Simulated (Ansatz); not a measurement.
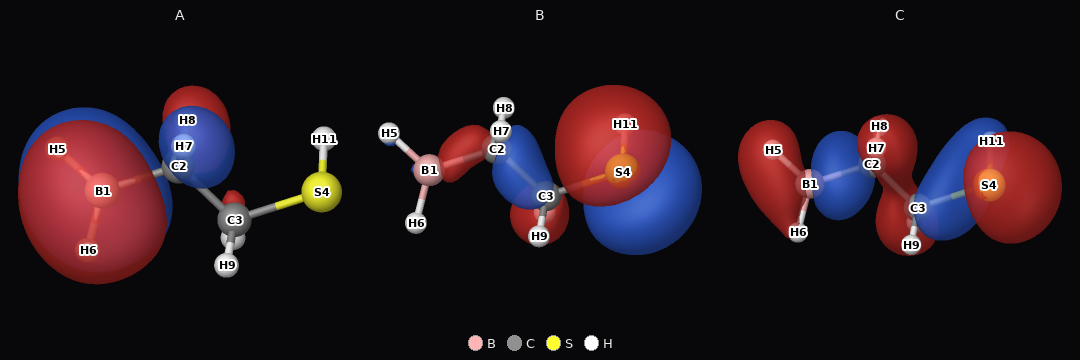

*C2H7BS (SMILES BCCS). Three frontier orbitals at ±0.08 Å⁻³ᐟ² (blue and red are the two phases), in no order.*

Geometry: PBE0-D4/def2-TZVP.

Computed with Ansatz 0.2.0, RKS PBE0-D4/def2-TZVPP.

The calculation's input:

```
crystal:
  periodic: [false, false, false]
  atoms:
    - {symbol: B, position_ang: [-0.722194, 1.611318, 0.094833]}
    - {symbol: C, position_ang: [-0.131556, 0.281319, -0.445362]}
    - {symbol: C, position_ang: [0.459845, -0.680505, 0.567866]}
    - {symbol: S, position_ang: [1.354351, -2.089574, -0.143481]}
    - {symbol: H, position_ang: [-1.298631, 2.346403, -0.654376]}
    - {symbol: H, position_ang: [-0.588215, 1.946428, 1.238220]}
    - {symbol: H, position_ang: [0.643813, 0.589982, -1.168215]}
    - {symbol: H, position_ang: [-0.869846, -0.222303, -1.084062]}
    - {symbol: H, position_ang: [1.206681, -0.175278, 1.185160]}
    - {symbol: H, position_ang: [-0.306714, -1.053517, 1.249914]}
    - {symbol: H, position_ang: [0.317864, -2.611074, -0.819798]}
basis:
  gaussian: {orbitals: def2-TZVPP}
hamiltonian: {xc: pbe0, dispersion: d4}
output: {orbitals: {seedname: orbitals}}
```

Run with:

```sh
ansatz run in.yaml --threads 2 --pin off --events-out ev --progress --plain --max-ram 4352MiB
```

### Which picture is the HOMO−1, the HOMO and the LUMO?

C is the HOMO−1 (−8.80 eV). It lies mainly on S4 (about 40 %), C2 (about 15 %), B1 (about 15 %) and C3 (about 15 %). B is the HOMO (−6.78 eV). It lies mainly on S4 (about 80 %); largely a lone pair of S4. A is the LUMO (−1.53 eV). It lies mainly on B1 (about 65 %), C2 (about 10 %), H6 (about 10 %) and H5 (about 10 %).

### What is the HOMO–LUMO gap?

5.25 eV between the orbital energies.
